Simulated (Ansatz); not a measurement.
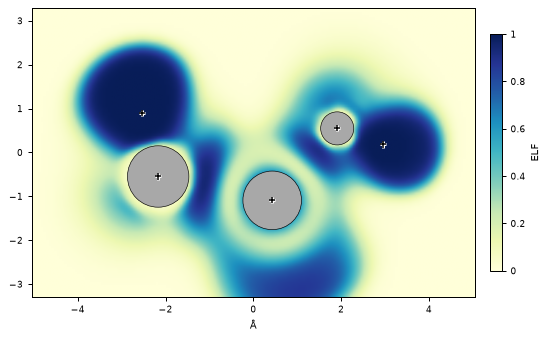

The ELF on a plane through atoms (crosses mark nuclei in the plane; grey discs cover the cores).

These are results of isolated molecule in a Gaussian basis; Kohn-Sham density functional theory, functional PBE0 in Ansatz, not measurements.

Candidates:
A. AlF₂H₃Si₂
B. ClGaHNO (charge +1, doublet)
C. CH₆InSi (doublet)

Q: Which system is this?

A: Candidate C: CH₆InSi on the plane of atoms C1, In2 and Si3, which holds C, In, Si and H. C–In (2.21 Å): the ELF peaks at about 0.90 in the valence shell of C, 0.7 Å from its nucleus, and drops to about 0.20 between the two atoms. In–Si (2.65 Å): the ELF peaks at about 0.95 between the atoms: a shared electron pair.
